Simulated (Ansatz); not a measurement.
## Fields on a plane of TiO2 (space group Pbcn)

```yaml
crystal:
  lattice:
    - [4.54518, 0.00000, 0.00000]
    - [0.00000, 5.51367, 0.00000]
    - [0.00000, 0.00000, 4.89396]
  atoms:
    - { symbol: Ti, position: [0.50000, 0.67573, 0.75000] }
    - { symbol: Ti, position: [0.50000, 0.32427, 0.25000] }
    - { symbol: Ti, position: [0.00000, 0.82427, 0.25000] }
    - { symbol: Ti, position: [0.00000, 0.17573, 0.75000] }
    - { symbol: O, position: [0.72888, 0.61821, 0.08087] }
    - { symbol: O, position: [0.27112, 0.38179, 0.91913] }
    - { symbol: O, position: [0.77112, 0.88179, 0.58087] }
    - { symbol: O, position: [0.22888, 0.11821, 0.41913] }
    - { symbol: O, position: [0.22888, 0.88179, 0.91913] }
    - { symbol: O, position: [0.77112, 0.11821, 0.08087] }
    - { symbol: O, position: [0.27112, 0.61821, 0.41913] }
    - { symbol: O, position: [0.72888, 0.38179, 0.58087] }
```

The slice is a (001) plane (indices of the conventional cell) through the point (0.000, 0.176, 0.750) (fractional), spanned by u = [100] and v = [010] in vectors of this cell: u (4.55 Å) and v (5.51 Å, at 90° to u). It covers one period; positions are fractions (u, v).

Atoms on it: Ti at (0.50, 0.50); Ti at (0.00, 0.00). Other atoms lie within 1 Å of the plane.

Level of theory: r2SCAN (plane waves to 500 eV, PAW, scalar-relativistic; Ansatz, a quantum-chemistry and plane-wave program). k mesh 6×5×6. These are valence fields of a PAW run, semicore shells included where kept as valence: close to a nucleus they are smooth pseudo fields. TiO2 is run without spin polarisation. TiO2 was relaxed with its symmetry unable to fall.

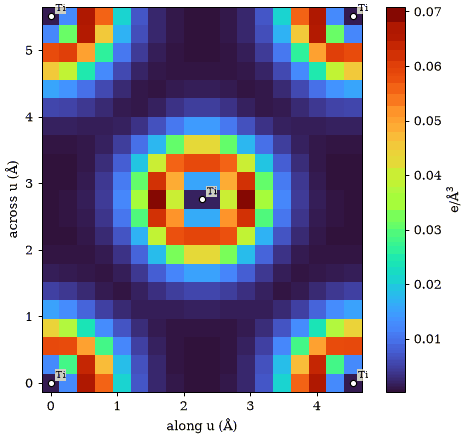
Density of the lowest conduction band (whole band as if filled, smooth part) in e/Å³, one period of the plane, atoms marked. 

```
v \ u  0.00  0.18  0.35  0.53  0.71  0.88
-----  ----  ----  ----  ----  ----  ----
0.90   0.66  0.09  0.04  0.01  0.05  0.47
0.80   0.05  0.46  0.38  0.04  0.52  0.21
0.70   0.05  0.72  0.45  0.05  0.70  0.56
0.60   0.03  0.53  0.19  0.67  0.19  0.34
0.50   0.01  0.06  0.58     x  0.12  0.04
0.40   0.01  0.05  0.24  0.67  0.05  0.03
0.30   0.03  0.46  0.34  0.06  0.53  0.28
0.20   0.04  0.61  0.67  0.08  0.74  0.25
0.10   0.67  0.14  0.46  0.04  0.54  0.36
0.00      x  0.35  0.05  0.01  0.05  0.64
```

Values: electron localisation function (ELF). Points within 0.4 Å of a nucleus are blanked (x), as the pseudised field means little there.
